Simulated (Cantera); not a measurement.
Feed: 1 mol SiC, 0.027 mol H₂O, 3.1 mol H₂, 0.0019 mol O₂, held at 13.3 mbar.

Equilibrium computed with Cantera from the NASA thermochemical tables; the gas is ideal and each condensed phase is pure. Candidate condensed phases: C, C₆H₆, C₇H₈, C₈H₁₈, H₂O, Si, SiC, SiO₂; 123 gas species. Mutual solubility and eutectic melting of coexisting phases are not modelled. The tables hold silica as quartz up to 1696 K and as liquid above; real silica turns to tridymite and cristobalite and melts near 1996 K. Gases not in the tables: Si₂H₆ and higher silanes. The numbers say what is thermodynamically allowed, not how fast it happens.

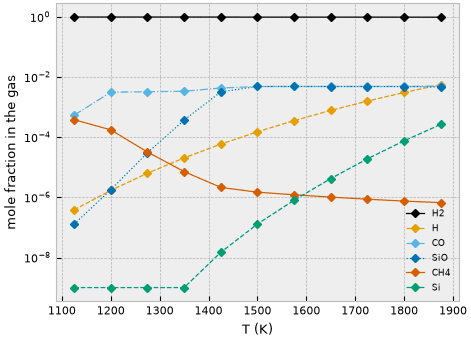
Figure. Equilibrium gas composition (values under 1e-9 drawn at 1e-9)

At 1125 K the condensed part is C(graphite) + SiC(s) + SiO₂(β-quartz). From 1200 K to 1425 K the condensed part is SiC(s) + SiO₂(β-quartz). From 1500 K to 1875 K the condensed part is SiC(s). The main Si-bearing gas is SiO throughout.
